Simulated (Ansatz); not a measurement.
C$_{2}$H$_{4}$BrGeN (SMILES N#C[CH2][GeH2][Br])

Input file:

```
crystal:
  periodic: [false, false, false]
  atoms:
    - { symbol: "N", position_ang: [2.4549, 1.1835, -0.0117] }
    - { symbol: C, position_ang: [1.6319, 0.3775, 0.0984] }
    - { symbol: C, position_ang: [0.5912, -0.6419, 0.2379] }
    - { symbol: Ge, position_ang: [-1.123, 0.0958, -0.3111] }
    - { symbol: Br, position_ang: [-1.6859, 1.8805, 1.0738] }
    - { symbol: H, position_ang: [0.5307, -0.9669, 1.2969] }
    - { symbol: H, position_ang: [0.8393, -1.5131, -0.4025] }
    - { symbol: H, position_ang: [-2.2114, -1.0024, -0.2034] }
    - { symbol: H, position_ang: [-1.0277, 0.5869, -1.7782] }
basis:
  gaussian:
    orbitals: def2-SVP
hamiltonian:
  xc: r2scan0
output:
  orbitals: {}
  forces: true
```

Run with:

```sh
python methods.py
```

Not at a stationary point (largest force 0.9 eV/Å).

Method: Ansatz, SCF r2SCAN0, Gaussian basis.

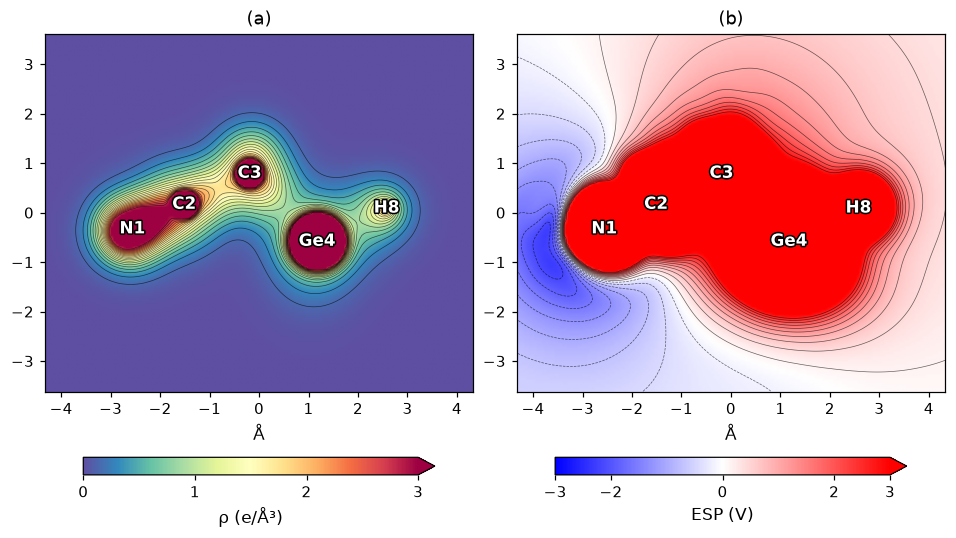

Figure 1. (a) total electron density; (b) molecular electrostatic potential on the plane of atoms C2, C3 and Ge4.

What does the map show?

- Atoms in the plane: N, C, Ge and H.
- C–N (1.16 Å): the density is about 3.5 e/Å³ at the midpoint.
- C–C (1.46 Å): the density is about 1.8 e/Å³ at the midpoint.
- C–Ge (1.95 Å): the density is about 0.89 e/Å³ at the midpoint.
- Ge–H (1.55 Å): ρ at the midpoint is about 1 e/Å³.
- Outside the dense part of the molecule the potential is most negative (−2.3 V) near N1.

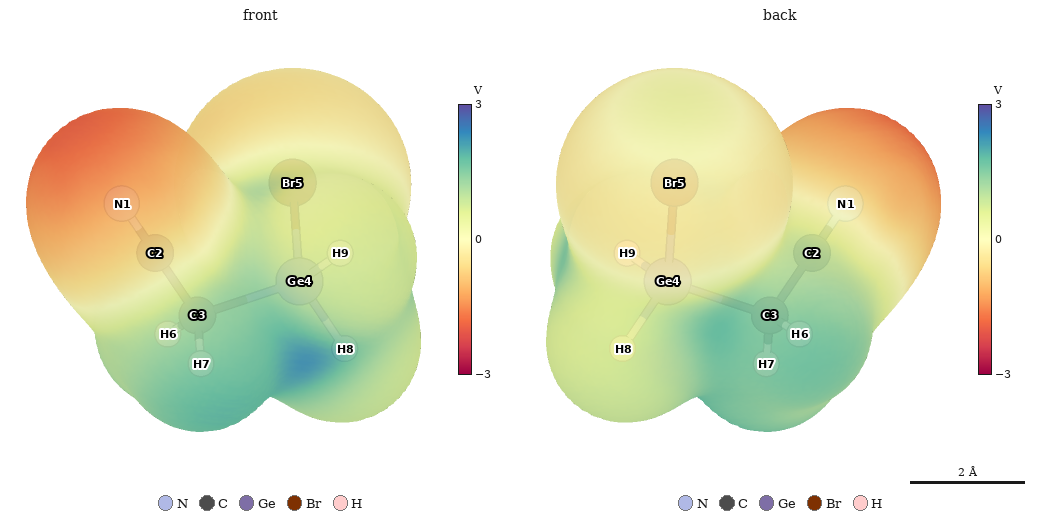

Figure 2. The molecular electrostatic potential painted on the density surface at 0.002 e/bohr³, seen from the front and from behind; red is negative and blue positive.

Which sites attract a positive test charge, and which a negative one?

A positive charge is drawn to the negative regions and a negative charge to the positive ones. The most negative region (about −1.9 V) lies over N1, the most positive (about +2.2 V) over Ge4. Br5 shows a σ-hole: about +0.3 V at the tip opposite its bond, against about −0.4 V on its flanks. N1 is the likeliest acceptor of a hydrogen bond.

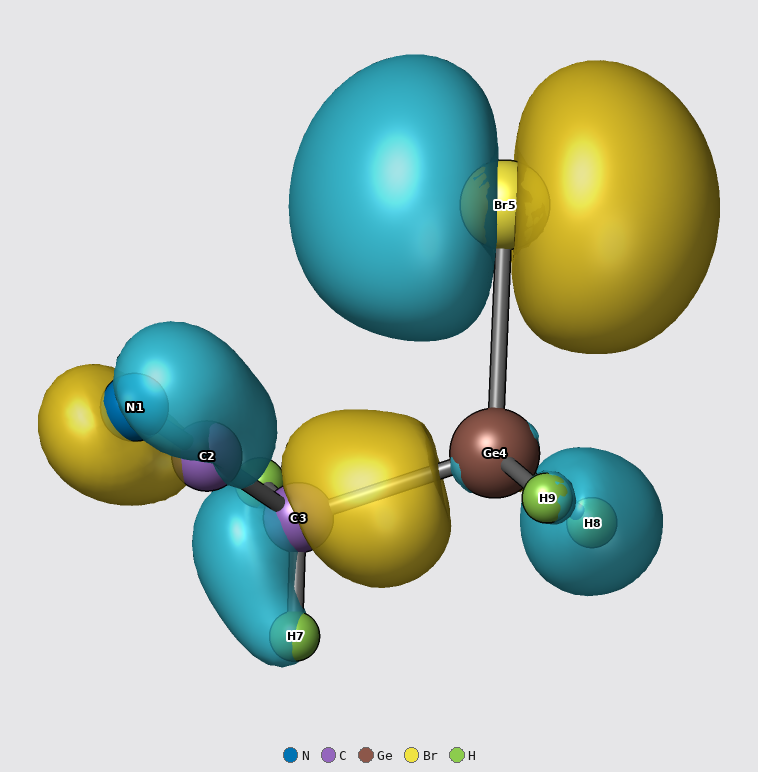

Figure 3. The HOMO−1 at ±0.08 Å⁻³ᐟ² (yellow and cyan are the two phases), seen at a tilt.

Describe this orbital and give its energy.

It lies mainly on Br5 (about 75 %), Ge4 (about 5 %) and C3 (about 5 %); largely a lone pair of Br5. Its energy is −8.70 eV.

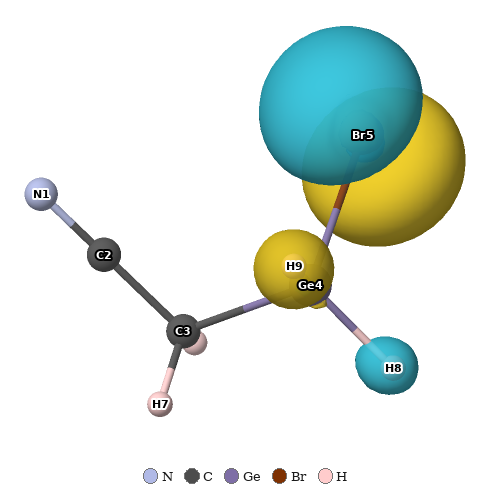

Figure 4. The HOMO at ±0.15 Å⁻³ᐟ² (yellow and cyan are the two phases), seen at a tilt.

Where does this orbital lie, and at what energy?

It lies mainly on Br5 (about 85 %) and Ge4 (about 10 %); largely a lone pair of Br5. Its energy is −8.68 eV.
